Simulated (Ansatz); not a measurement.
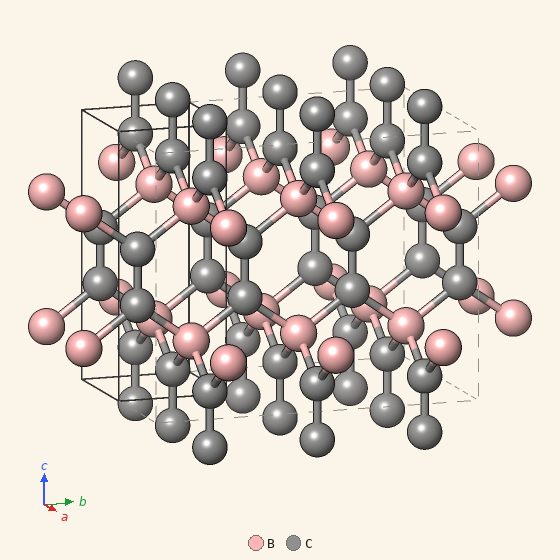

System BC2 (space group P4_2/mmc, No. 131); source of the atomic positions: the input geometry of an electronic-structure calculation (not necessarily at equilibrium); the starting structure was generated, so it need not be a known form of this composition.

Bonds are taken as B–C below 1.8 Å and C–C below 1.5 Å; no other contact counts. Simplification: prune 0- and 1-connected atoms, fold 2-connected ones into links.

Q: What kind of net remains, and which atoms are its nodes?

A: A binodal (3,4)-connected, three-periodic net: C is a 3-connected node; B is a 4-connected node, in the ratio 2:1.

Q: Is the net interpenetrated?

A: It is a single net, without interpenetration.

Q: Give the point symbol of each node (shortest cycle at each angle).

A: C: 6²·8; B: 6²·8⁴.

The simplified net, drawn on the atoms' positions. Nodes are coloured by element. Short stubs are edges that leave the cut-out.

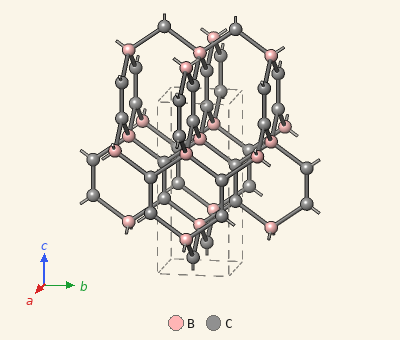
